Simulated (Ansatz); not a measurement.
**C₄H₁₂GeO₃: how energies converge with the basis set**

Aim: see how fast density functionals converge with the basis set for C₄H₁₂GeO₃.

The runs use Ansatz 0.2.0, Gaussian basis; one geometry, several basis sets.

The runs, in order: PBE0-D4/def2-SVP; ωB97M-V/def2-SVP; PBE0-D4/def2-QZVPP; ωB97M-V/def2-QZVPP; the functionals' def2-TZVPP values are taken from earlier runs.

## Step 1: The geometry

All runs share one geometry, relaxed beforehand with PBE0-D4 in a triple-zeta def2 set.

SMILES `CC[O][GeH]([O]C)[O]C`, 20 atoms, charge 0, spin multiplicity 1.

Atoms are counted from 1 here; the program's logs count them from 0.

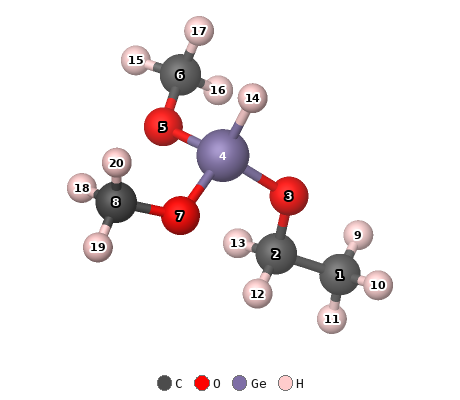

The geometry (carbon dark grey, oxygen red, germanium purple, hydrogen pink); atoms are numbered from 1 in the order of the file.

## Step 2: PBE0-D4 in def2-SVP

Input file in.yaml:

```yaml
crystal:
  periodic: [false, false, false]
  atoms:
    - {symbol: C, position_ang: [2.132485, -0.234821, -2.460720]}
    - {symbol: C, position_ang: [1.500673, -0.206081, -1.091848]}
    - {symbol: O, position_ang: [0.383150, 0.672075, -1.126615]}
    - {symbol: Ge, position_ang: [-0.648772, 0.815847, 0.285435]}
    - {symbol: O, position_ang: [-1.394548, -0.734719, 0.701208]}
    - {symbol: C, position_ang: [-2.355775, -1.290544, -0.166690]}
    - {symbol: O, position_ang: [0.390491, 1.184491, 1.653892]}
    - {symbol: C, position_ang: [-0.092877, 1.043703, 2.973159]}
    - {symbol: H, position_ang: [1.419869, -0.593063, -3.206556]}
    - {symbol: H, position_ang: [2.458703, 0.765656, -2.751712]}
    - {symbol: H, position_ang: [3.001400, -0.897625, -2.464726]}
    - {symbol: H, position_ang: [2.222517, 0.139383, -0.342853]}
    - {symbol: H, position_ang: [1.182341, -1.214841, -0.798365]}
    - {symbol: H, position_ang: [-1.706674, 1.878650, -0.032623]}
    - {symbol: H, position_ang: [-2.778854, -2.172800, 0.318518]}
    - {symbol: H, position_ang: [-1.913769, -1.599991, -1.120971]}
    - {symbol: H, position_ang: [-3.177235, -0.593659, -0.378905]}
    - {symbol: H, position_ang: [-0.473165, 0.035231, 3.162303]}
    - {symbol: H, position_ang: [0.739450, 1.238274, 3.652685]}
    - {symbol: H, position_ang: [-0.889400, 1.764825, 3.195393]}
basis:
  gaussian: {orbitals: def2-SVP}
hamiltonian: {xc: pbe0, dispersion: d4}
output: {orbitals: {seedname: orbitals}}
```

Further steps of the session: ωB97M-V in def2-SVP; PBE0-D4 in def2-QZVPP; ωB97M-V in def2-QZVPP.

Before running them: what should the planned runs give, taken together? Wanted: PBE0-D4: double and triple zeta above quadruple; ωB97M-V: double and triple zeta above quadruple.

As calculated:

| quantity | value |
| --- | --- |
| PBE0-D4: double and triple zeta above quadruple | 21.24, 1.84 eV |
| ωB97M-V: double and triple zeta above quadruple | 21.62, 1.78 eV |

PBE0-D4 gains 19.40 eV from double to triple zeta, then 1.84 eV more. These are total energies; as a rule much of such shifts cancels in differences, which this series doesn't test. The LUMO of ωB97M-V is positive and keeps falling with the basis (3.15 to 1.84 eV): an unbound level that the basis holds in place.
